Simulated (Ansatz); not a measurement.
```
atom    x (Å)    y (Å)    z (Å)
   F   0.2883   0.5340   1.2800
  Ge   0.2216   0.2976  -0.4580
   O  -0.4228  -1.2176  -0.8953
```

Geometry: B3LYP-D3(BJ)/def2-SVP.

Computed with Ansatz 0.2.0, isolated molecule in a Gaussian basis; Kohn-Sham density functional theory, functional PBE0.

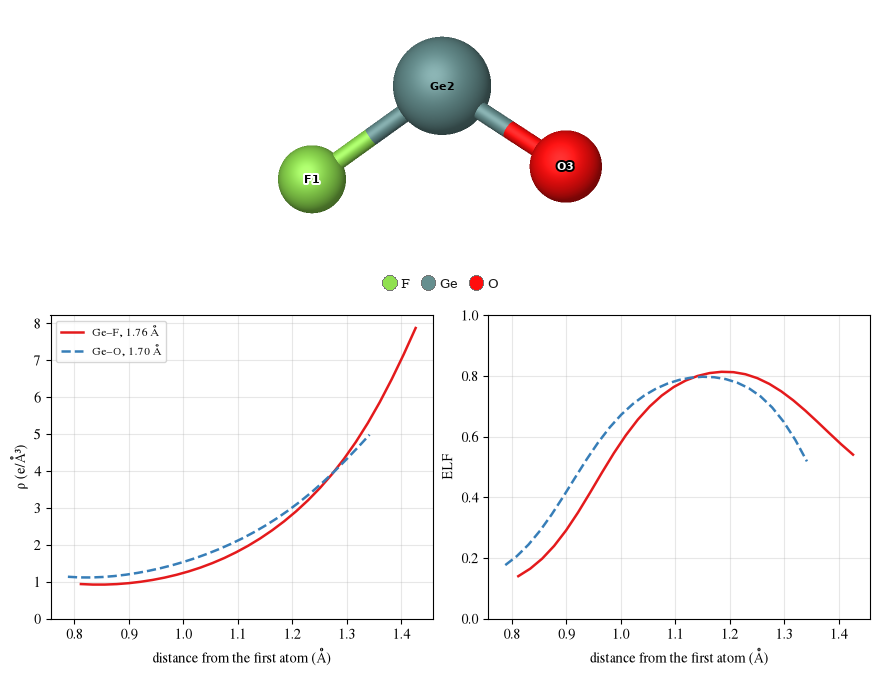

FGeO (SMILES [O]=[Ge][F]) (doublet). Total electron density and electron localisation function along straight lines between neighbouring atoms. The curves leave out the atomic cores. The structure is drawn too.

> Compare the contacts.

Ge–F (1.76 Å): ρ is about 0.93 e/Å³ halfway; the ELF peaks at about 0.80 in the valence shell of F, 0.6 Å from its nucleus, and is about 0.25 at the midpoint.
Ge–O (1.70 Å): ρ at the midpoint is about 1.1 e/Å³; the ELF peaks at about 0.80 in the valence shell of O, 0.6 Å from its nucleus, and is about 0.30 at the midpoint.
